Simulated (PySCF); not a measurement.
Mg(SiMe3)(GeH3), SMILES C[Si](C)(C)[Mg][GeH3], singlet at its GFN2-xTB optimised geometry (Å):

```
18

Mg    -0.9178    -0.2556     0.0000
Si     1.5626    -0.2556     0.0000
C      1.9298     1.0318     1.3811
C      2.0503     0.5855    -1.6602
C      2.7728    -1.7277     0.2670
H      2.9651     1.3656     1.3842
H      1.2992     1.9126     1.2496
H      1.7166     0.6206     2.3677
H      1.4208     1.4583    -1.8396
H      1.9180    -0.0938    -2.5011
H      3.0856     0.9194    -1.6711
H      2.6614    -2.4762    -0.5129
H      2.5935    -2.2171     1.2209
H      3.8089    -1.3952     0.2577
Ge    -2.5477     1.6309     0.0000
H     -1.7205     2.4529    -1.0473
H     -3.8089     2.4733    -0.1734
H     -2.0010     2.4762     1.1862
```

Calculation: CAM-B3LYP/def2-SVP run with PySCF 2.14.0. Cells within 0.4 Å of a nucleus heavier than hydrogen are left out (blank, or x).

Map of the log10 of the electron density (e/bohr³), floored at −4 on the plane z = 1.5 Å:

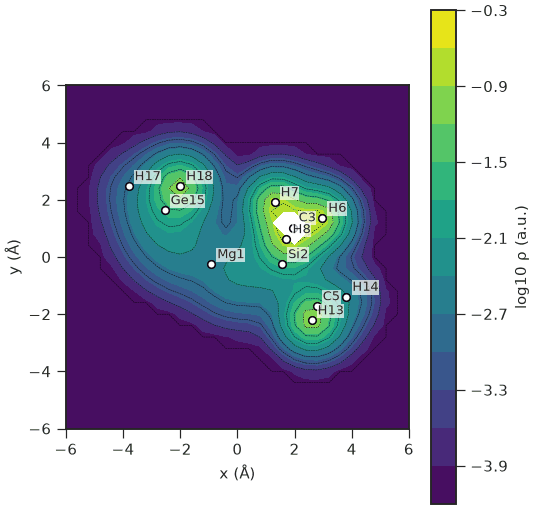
Figure: Log10 of the electron density (e/bohr³), floored at −4 on the plane z = 1.5 Å.
